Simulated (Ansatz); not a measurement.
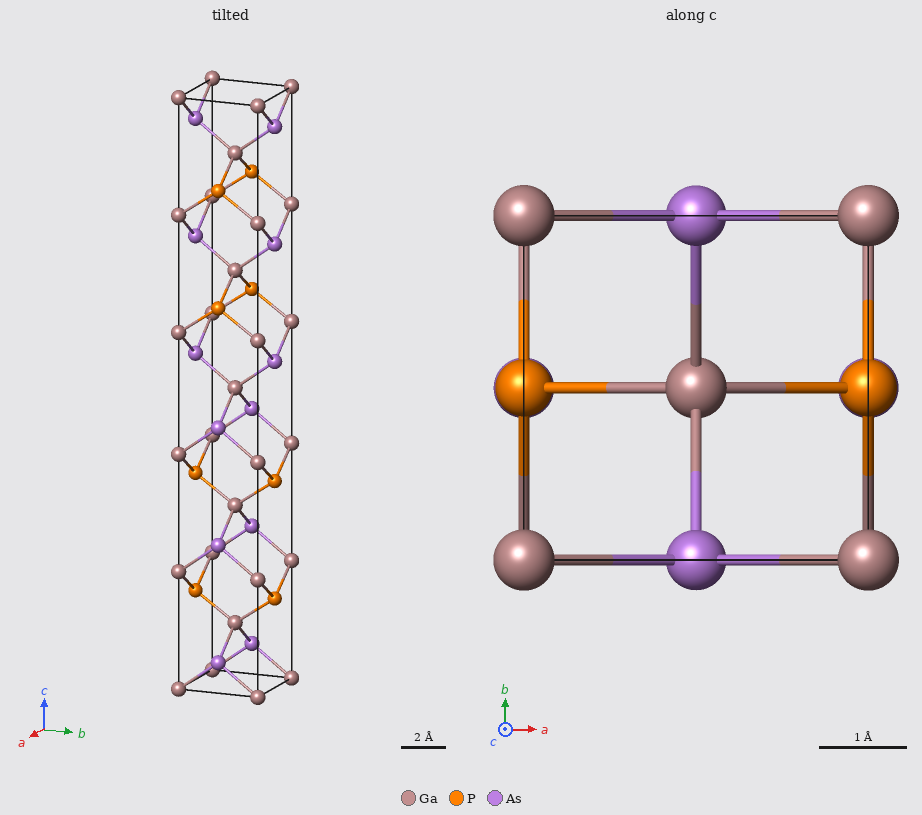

Crystal structure, ball-and-stick style, seen slightly off an axis and along the c axis. The wireframe shows the conventional unit cell.

Ga5As3P2, space group I-4m2 (No. 119), a = 3.991 Å, b = 3.991 Å, c = 28.274 Å, α = 90.00°, β = 90.00°, γ = 90.00°. The structure comes from a structure type filled with these elements by a generator (whether the compound takes this form wasn't checked). Earlier steps of the study, as a rule a relaxation of our own, may have changed the cell and positions, so they can lie some per cent off the listed ones. It went into a calculation with Ansatz.

This one geometry was computed with Ansatz (DFT, plane waves, PAW) at three levels of theory: PBEsol, r2SCAN and PBE.

Q: Which level gives the highest pressure at this volume, and what does that say about its equilibrium volume?

A: Highest: PBE (0.0 GPa), which points to the largest equilibrium volume. Lowest, with the smallest volume: PBEsol (-2.9 GPa) and r2SCAN (-2.6 GPa). Levels within 0.5 GPa of each other can't be told apart.

Q: How does the band gap change with the level of theory?

A: PBEsol: a gap of 0.60 eV, direct; PBE: a gap of 0.67 eV, direct; r2SCAN: a gap of 1.15 eV, direct.

Q: Collect the results in a table.

A:
| level | cutoff (eV) | k-mesh of the run's cell | gap (eV) | pressure (GPa) |
| --- | --- | --- | --- | --- |
| PBEsol | 420 | 10×10×10 | 0.60 | -2.9 |
| r2SCAN | 500 | 10×10×10 | 1.15 | -2.6 |
| PBE | 420 | 10×10×10 | 0.67 | 0.0 |

Gaps are taken on the k-mesh or band path of each run.
